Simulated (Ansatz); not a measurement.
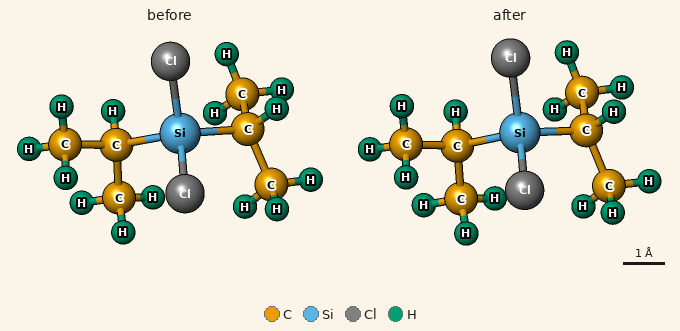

The structure of C6H14Cl2Si before (left) and after (right) a relaxation, at one scale.

The picture is a ball-and-stick view, seen at a tilt.

The start comes from GFN2-xTB.

Theory: RKS PBE0-D4/def2-TZVP in Ansatz 0.2.0. (force threshold 0.005 eV/Å; at most 150 steps)

> Summarise the run.

After 9 geometry steps the energy has fallen by 2.05 kcal/mol. The largest force component goes from 0.97 to 0.0022 eV/Å. An H atom moves most after the best rigid fit: 0.15 Å. By element the largest moves are H 0.15 Å, Cl 0.14 Å, C 0.08 Å, Si 0.05 Å. Among the contacts that change: C–Si 1.921 → 1.873 Å, Cl–Si 2.034 → 2.063 Å, C–H 1.088 → 1.093 Å. Among the angles between lasting bonds that change: Si–C–H 108.2° → 104.3°, Si–C–H 107.0° → 103.4°. The run took about 60 s of wall time on a shared GPU.
